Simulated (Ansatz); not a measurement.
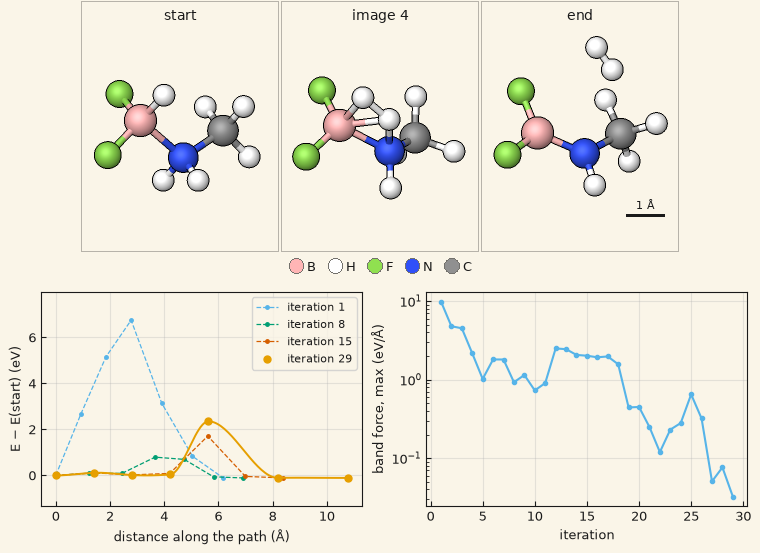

A nudged-elastic-band calculation for CH₆BF₂N. Images are numbered from 0 (start) to 6 (end). The plot follows the band through its iterations. The picture is a ball-and-stick view, seen at a tilt.

These are results of RHF/def2-SVP (Ansatz), not measurements. Settings: 5 movable images; climbing image; force threshold 0.05 eV/Å; iteration limit 60; starting path through a guess of the saddle point.

Question: How did the profile develop, and is the result final?

Answer: The run is converged, with reservations. The band converged in 29 iterations. The largest component of the band force went from 9.9 to 0.032 eV/Å. The climbing image converged on the top of the path. Its vibrational analysis gives one imaginary mode (1907i cm⁻¹), as a transition state must have. The first iteration put the highest image at 6.75 eV. The highest point, image 4, lies 2.35 eV above the start and 2.46 eV above the end; the end is at −0.11 eV relative to the start.

Limits of the set-up: Hartree-Fock leaves out electron correlation.
